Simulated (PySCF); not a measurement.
```json
{"atom": "O", "x (Å)": "0.0543", "y (Å)": "-0.2372", "z (Å)": "1.1637"}
{"atom": "Si", "x (Å)": "-0.0443", "y (Å)": "-1.2343", "z (Å)": "-0.2105"}
{"atom": "O", "x (Å)": "-0.0343", "y (Å)": "0.1610", "z (Å)": "-1.1830"}
{"atom": "Si", "x (Å)": "0.0837", "y (Å)": "1.1368", "z (Å)": "0.1870"}
{"atom": "O", "x (Å)": "-1.1449", "y (Å)": "2.2360", "z (Å)": "0.4210"}
{"atom": "H", "x (Å)": "1.1568", "y (Å)": "-2.0841", "z (Å)": "-0.4051"}
{"atom": "H", "x (Å)": "-1.2994", "y (Å)": "-2.0214", "z (Å)": "-0.2925"}
{"atom": "H", "x (Å)": "1.2740", "y (Å)": "2.0147", "z (Å)": "0.2914"}
```

Geometry: PBE0-D3(BJ)/def2-SVP.

The calculation used UKS B3LYP, IGLO-III on O Si, pcH-1 on H, non-relativistic, mean-field spin-orbit, GIAO (PySCF 2.14.0, density-fitted response routines).

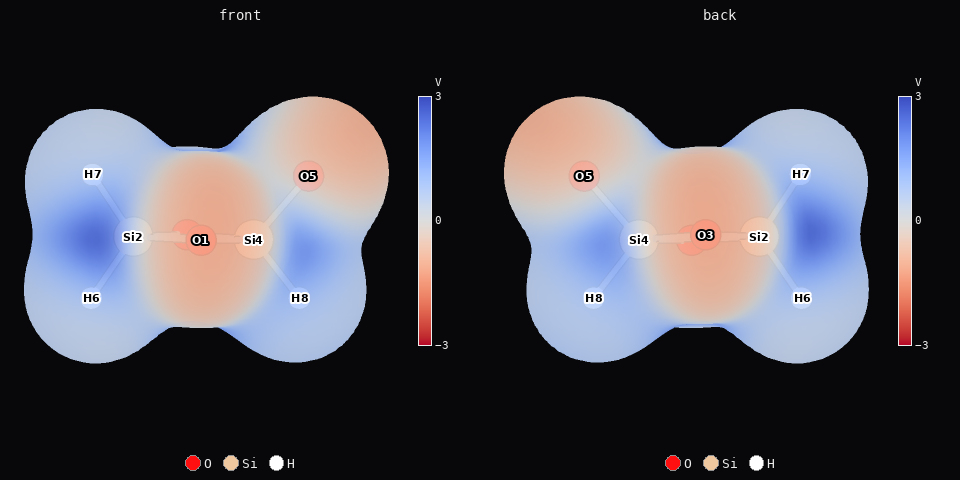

H3O3Si2 (doublet). The electrostatic potential painted on the density surface at 0.002 e/bohr³, seen from the front and from behind; the colour scale runs from red (negative) to blue (positive).

Which sites attract a positive test charge, and which a negative one?

A positive charge is drawn to the negative regions and a negative charge to the positive ones. The most negative region (about −1.1 V) lies over O1 and O3, the most positive (about +2.4 V) over Si2.
